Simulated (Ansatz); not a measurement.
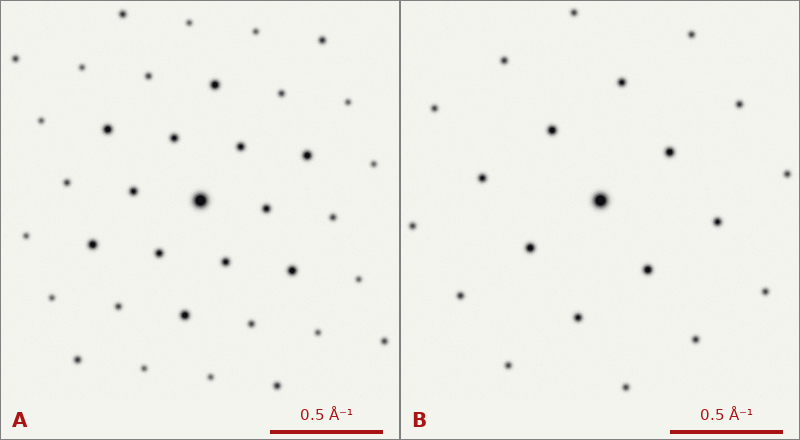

Kinematic electron diffraction patterns (120 kV, B = 0.5 Å², same scale, each along a low-index zone) of two structures of composition BPb, each relaxed at zero pressure with Ansatz, DFT PBE, scalar-relativistic, plane waves, PAW.

The structures (standard cells):
1. P6_3mc (No. 186), a = 3.826 Å, c = 6.608 Å (hexagonal axes), 4 atoms; generated start, possibly hypothetical
2. Fm-3m (No. 225), a = 5.255 Å, 8 atoms; generated start, possibly hypothetical

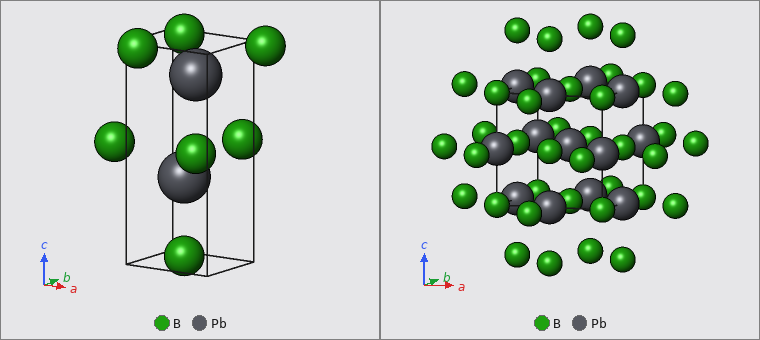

Drawings of the structures 1 to 2, from left to right (each may span several cells).

Which pattern belongs to which structure, and along which zone?

Answer. A is structure 1 along [001]: hexagonal net of 1 -1 0 at d = 3.31 Å and 1 0 0 at d = 3.31 Å, 60.0° apart. B is structure 2 along [001] or an equivalent direction: square net of 2 0 0 at d = 2.63 Å and 0 2 0 at d = 2.63 Å, 90.0° apart.

Which structure lies lowest at this level of theory, and by how much?

Answer. Structure 1 (P6_3mc, 20.94 Å³ an atom) is the lowest of these; structure 2 (Fm-3m, 18.14 Å³ an atom) lies about 140 meV an atom higher. These are static energies at 0 K; other structures, not shown, may lie lower still.
